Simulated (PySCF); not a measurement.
2-phenylbenzoxazole, SMILES c1ccc(-c2nc3ccccc3o2)cc1, GFN2-xTB optimised geometry. Atoms within 1.6 Å of the plane z = 0.6 Å (x, y, z in Å): C1 (-2.01, 4.00, 0.00), C2 (-0.62, 4.00, 0.00), C3 (0.07, 2.81, 0.00), C4 (-0.63, 1.60, 0.00), C5 (0.11, 0.35, 0.00), N6 (1.40, 0.24, 0.00), C7 (1.65, -1.11, 0.00), C8 (2.83, -1.83, 0.00), C9 (2.73, -3.21, 0.00), C10 (1.49, -3.86, 0.00), C11 (0.30, -3.15, 0.00), C12 (0.40, -1.78, 0.00), O13 (-0.57, -0.83, 0.00), C14 (-2.02, 1.60, 0.00), C15 (-2.71, 2.80, 0.00), H16 (-2.55, 4.94, 0.00), H17 (-0.08, 4.94, 0.00), H18 (1.15, 2.78, 0.00), H19 (3.79, -1.33, 0.00), H20 (3.63, -3.81, 0.00), H21 (1.47, -4.94, 0.00), H22 (-0.66, -3.65, 0.00), H23 (-2.55, 0.66, 0.00), H24 (-3.79, 2.80, 0.00).

Computed with PBE0/def2-SVP run with PySCF 2.14.0.

Map of the HOMO amplitude (bohr^(-3/2)) on the plane z = 0.6 Å; orbital energy -6.47 eV, overall sign arbitrary:

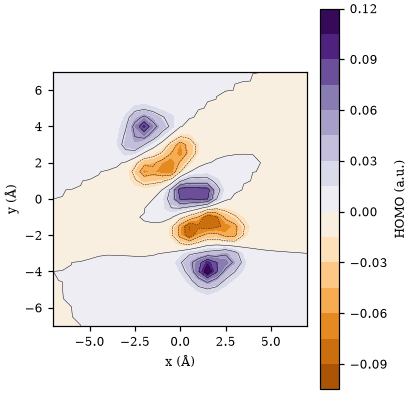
Figure: HOMO amplitude (bohr^(-3/2)) on the plane z = 0.6 Å.
